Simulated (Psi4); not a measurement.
SiH$_{3}$O$_{4}$ (charge +1): single-point calculation (part 2 of 2)

Continued. System: SiH$_{3}$O$_{4}$, charge +1. Method: MP3/6-31G*, RHF (Psi4 1.11). The geometry is that of the parent species in another charge or spin state. The geometry comes from this level: PBE0-D4/def2-TZVP.

Log, continued:
```
  LS_THC_DF                     => (empty)
  LS_THC_PRUNING_SCHEME         => (empty)
  LS_THC_RADIAL_POINTS          => (empty)
  LS_THC_SPHERICAL_POINTS       => (empty)
  LS_THC_S_EPSILON              => (empty)
  LS_THC_WEIGHTS_TOLERANCE      => (empty)
  MAT_NUM_COLUMN_PRINT          => (empty)
  MAX_MOGRAD_CONVERGENCE        => (empty)
  MAX_RADIAL_MOMENT             => (empty)
  MBIS_D_CONVERGENCE            => (empty)
  MBIS_MAXITER                  => (empty)
  MBIS_PRUNING_SCHEME           => (empty)
  MBIS_RADIAL_POINTS            => (empty)
  MBIS_SPHERICAL_POINTS         => (empty)
  MOGRAD_DAMPING                => (empty)
  MOLDEN_WITH_VIRTUAL           => (empty)
  MO_MAXITER                    => (empty)
  MO_READ                       => (empty)
  MO_STEP_MAX                   => (empty)
  MO_WRITE                      => (empty)
  MP2_OS_SCALE                  => (empty)
  MP2_SOS_SCALE                 => (empty)
  MP2_SOS_SCALE2                => (empty)
  MP2_SS_SCALE                  => (empty)
  MP2_TYPE                      => (empty)
  MP_TYPE                       => CONV            !
  NAT_ORBS                      => (empty)
  NUM_FROZEN_DOCC               => 9               !
  NUM_FROZEN_UOCC               => (empty)
  NUM_GPUS                      => (empty)
  OCC_ORBS_PRINT                => (empty)
  OEPROP                        => (empty)
  OPT_METHOD                    => (empty)
  ORBITAL_OPTIMIZER_PACKAGE     => (empty)
  ORB_OPT                       => FALSE           !
  ORB_RESP_SOLVER               => (empty)
  ORTH_TYPE                     => (empty)
  OS_SCALE                      => (empty)
  PARENT_SYMMETRY               => (empty)
  PCG_BETA_TYPE                 => (empty)
  PCG_CONVERGENCE               => (empty)
  PCG_MAXITER                   => (empty)
  PCM                           => (empty)
  PE                            => (empty)
  PRINT                         => (empty)
  PRINT_NOONS                   => (empty)
  PROPERTIES                    => (empty)
  PROPERTIES_ORIGIN             => (empty)
  PUREAM                        => TRUE            !
  QC_MODULE                     => (empty)
  RAS1                          => (empty)
  RAS2                          => (empty)
  RAS3                          => (empty)
  RAS4                          => (empty)
  RELATIVISTIC                  => (empty)
  RELAXED                       => (empty)
  REMP_A                        => (empty)
  RESTRICTED_DOCC               => (empty)
  RESTRICTED_UOCC               => (empty)
  RMS_MOGRAD_CONVERGENCE        => (empty)
  R_CONVERGENCE                 => (empty)
  SCF_TYPE                      => PK              !
  SCREENING                     => (empty)
  SCS_TYPE                      => (empty)
  SOCC                          => (empty)
  SOS_TYPE                      => (empty)
  SPIN_SCALE_TYPE               => NONE            !
  SS_SCALE                      => (empty)
  SYMMETRIZE                    => (empty)
  TPDM_ABCD_TYPE                => (empty)
  WFN                           => (empty)
  WFN_TYPE                      => OMP3            !
  WRITER_FILE_LABEL             => (empty)
  ZORA_BASIS_TOLERANCE          => (empty)
  ZORA_NR_DEBUG                 => (empty)
  ZORA_PRUNING_SCHEME           => (empty)
  ZORA_RADIAL_POINTS            => (empty)
  ZORA_SPHERICAL_POINTS         => (empty)

 ==============================================================================
 ==============================================================================
 ==============================================================================

                             MP3

 ==============================================================================
 ==============================================================================
 ==============================================================================

	MO spaces per irreps...

	IRREP   FC    OCC   VIR  FV
	==============================
	   A     9    15    56    0
	==============================

	Computing MP2 energy using SCF MOs (Canonical MP2)...
	==============================================================================
	Nuclear Repulsion Energy (a.u.)    :   257.36415159325054
	SCF Energy (a.u.)                  :  -589.73156744868390
	REF Energy (a.u.)                  :  -589.73156744868390
	Alpha-Alpha Contribution (a.u.)    :    -0.09954653011649
	Alpha-Beta Contribution (a.u.)     :    -0.55387099279179
	Beta-Beta Contribution (a.u.)      :    -0.09954653011649
	Scaled_SS Correlation Energy (a.u.):    -0.06636435341100
	Scaled_OS Correlation Energy (a.u.):    -0.66464519135015
	SCS-MP2 Total Energy (a.u.)        :  -590.46257699344505
	SOS-MP2 Total Energy (a.u.)        :  -590.45159973931322
	SCSN-MP2 Total Energy (a.u.)       :  -590.08197123469392
	SCS-MP2-VDW Total Energy (a.u.)    :  -590.54006884957380
	SOS-PI-MP2 Total Energy (a.u.)     :  -590.50698683859241
	MP2 Correlation Energy (a.u.)      :    -0.75296405302478
	MP2 Total Energy (a.u.)            :  -590.48453150170872
	==============================================================================

	Computing MP3 energy using SCF MOs (Canonical MP3)...
	==============================================================================
	Nuclear Repulsion Energy (a.u.)    :   257.36415159325054
	SCF Energy (a.u.)                  :  -589.73156744868390
	REF Energy (a.u.)                  :  -589.73156744868390
	Alpha-Alpha Contribution (a.u.)    :    -0.08990702249054
	Alpha-Beta Contribution (a.u.)     :    -0.58148540936217
	Beta-Beta Contribution (a.u.)      :    -0.08990702249054
	MP2.5 Correlation Energy (a.u.)    :    -0.75713175368401
	MP2.5 Total Energy (a.u.)          :  -590.48869920236791
	SCS-MP3 Total Energy (a.u.)        :  -590.46466084377471
	3rd Order Energy (a.u.)            :    -0.00833540131839
	MP3 Correlation Energy (a.u.)      :    -0.76129945434326
	MP3 Total Energy (a.u.)            :  -590.49286690302711
	==============================================================================

	total time  =          2 seconds =       0.03 minutes

  Variable Map:
  ----------------------------------------------------------------------------
  "CURRENT CORRELATION ENERGY"             =>      -0.761299454343
  "CURRENT ENERGY"                         =>    -590.492866903027
  "CURRENT REFERENCE ENERGY"               =>    -589.731567448684
  "DD SOLVATION ENERGY"                    =>       0.000000000000
  "HF KINETIC ENERGY"                      =>     589.373484569539
  "HF POTENTIAL ENERGY"                    =>   -1179.105052018223
  "HF TOTAL ENERGY"                        =>    -589.731567448684
  "HF VIRIAL RATIO"                        =>       2.000607565302
  "MP2 CORRELATION ENERGY"                 =>      -0.752964053025
  "MP2 DOUBLES ENERGY"                     =>      -0.752964053025
  "MP2 OPPOSITE-SPIN CORRELATION ENERGY"   =>      -0.553870992792
  "MP2 SAME-SPIN CORRELATION ENERGY"       =>      -0.199093060233
  "MP2 SINGLES ENERGY"                     =>       0.000000000000
  "MP2 TOTAL ENERGY"                       =>    -590.484531501709
  "MP2.5 CORRELATION ENERGY"               =>      -0.757131753684
  "MP2.5 DOUBLES ENERGY"                   =>      -0.757131753684
  "MP2.5 OPPOSITE-SPIN CORRELATION ENERGY" =>      -0.567678201077
  "MP2.5 SAME-SPIN CORRELATION ENERGY"     =>      -0.189453552607
  "MP2.5 SINGLES ENERGY"                   =>       0.000000000000
  "MP2.5 TOTAL ENERGY"                     =>    -590.488699202368
  "MP3 CORRELATION ENERGY"                 =>      -0.761299454343
  "MP3 DOUBLES ENERGY"                     =>      -0.761299454343
  "MP3 OPPOSITE-SPIN CORRELATION ENERGY"   =>      -0.581485409362
  "MP3 SAME-SPIN CORRELATION ENERGY"       =>      -0.179814044981
  "MP3 SINGLES ENERGY"                     =>       0.000000000000
  "MP3 TOTAL ENERGY"                       =>    -590.492866903027
  "NUCLEAR REPULSION ENERGY"               =>     257.364151593251
  "ONE-ELECTRON ENERGY"                    =>   -1316.319585352631
  "PCM POLARIZATION ENERGY"                =>       0.000000000000
  "PE ENERGY"                              =>       0.000000000000
  "SCF ITERATION ENERGY"                   =>    -589.731567448684
  "SCF ITERATIONS"                         =>      24.000000000000
  "SCF TOTAL ENERGY"                       =>    -589.731567448684
  "SCS(N)-MP2 CORRELATION ENERGY"          =>      -0.350403786010
  "SCS(N)-MP2 TOTAL ENERGY"                =>    -590.081971234694
  "SCS-MP2 CORRELATION ENERGY"             =>      -0.731009544761
  "SCS-MP2 TOTAL ENERGY"                   =>    -590.462576993445
  "SCS-MP2-VDW CORRELATION ENERGY"         =>      -0.808501400890
  "SCS-MP2-VDW TOTAL ENERGY"               =>    -590.540068849574
  "SCS-MP3 CORRELATION ENERGY"             =>      -0.733093395091
  "SCS-MP3 TOTAL ENERGY"                   =>    -590.464660843775
  "SOS-MP2 CORRELATION ENERGY"             =>      -0.720032290629
  "SOS-MP2 TOTAL ENERGY"                   =>    -590.451599739313
  "SOS-PI-MP2 CORRELATION ENERGY"          =>      -0.775419389909
  "SOS-PI-MP2 TOTAL ENERGY"                =>    -590.506986838592
  "TWO-ELECTRON ENERGY"                    =>     469.223866310697

  Array Variable Map:
  ----------------------------------------------------------------------------
  "CURRENT DIPOLE"                         =>       0.112414563280 ... -1.082800066111 1 by 3
  "SCF DIPOLE"                             =>       0.112414563280 ... -1.082800066111 1 by 3
  "SCF TOTAL ENERGIES"                     =>    -588.761789819561 ... -589.731567448684 1 by 25

    Psi4 run time: 0:00:04.84
```

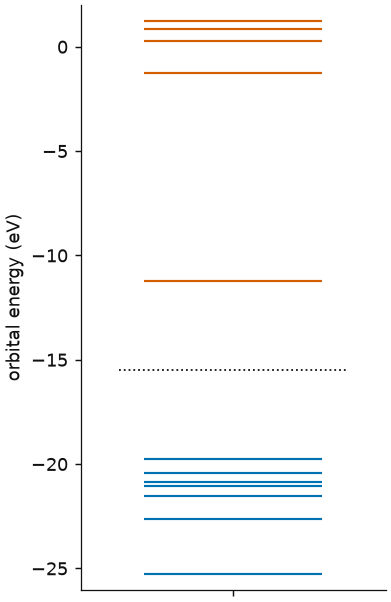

Figure 1. Orbital energies near the frontier (SCF reference); the dotted line parts filled from empty levels, and levels within 0.02 eV of each other stand side by side. Highest filled −19.75 eV, lowest empty −11.25 eV, 8.50 eV apart.

This output came from the following input.

Input file (input.dat):
```
memory 2200 MB

molecule {
  1 1
  O
  Si 1 1.656188
  O 2 1.630607 1 102.21364
  O 2 1.621663 3 116.62692 1 116.34852
  O 2 1.624223 4 106.64247 1 125.36442
  H 3 0.959099 2 117.61851 4 61.98891
  H 4 0.958545 2 116.9402 5 -14.67851
  H 5 0.958009 2 118.21315 4 174.49635
  units angstrom
  symmetry c1
}

set {
  basis           6-31G*
  reference       rhf
  puream          true
  e_convergence   1e-09
  d_convergence   1e-08
  scf_type        pk
  num_frozen_docc 9
  mp_type         conv
}

result, w = energy("mp3", return_wfn=True)
print_variables()
```

Launched with:
```bash
psi4 -n 1 input.dat output.dat
```

Results in brief:

```csv
quantity,value
outcome,converged
total energy,−590.492867 hartree
SCF energy,−589.731567 hartree
MP2 energy,−590.484532 hartree
correlation energy,−0.761299 hartree
basis functions,80
HOMO of the SCF reference,−19.75 eV
LUMO of the SCF reference,−11.25 eV
hardware,"1 thread of Intel Xeon @ 2.90GHz (Ice Lake), 64 GiB of memory available, shared host"
wall time,6 s
peak memory,0.44 GiB
```
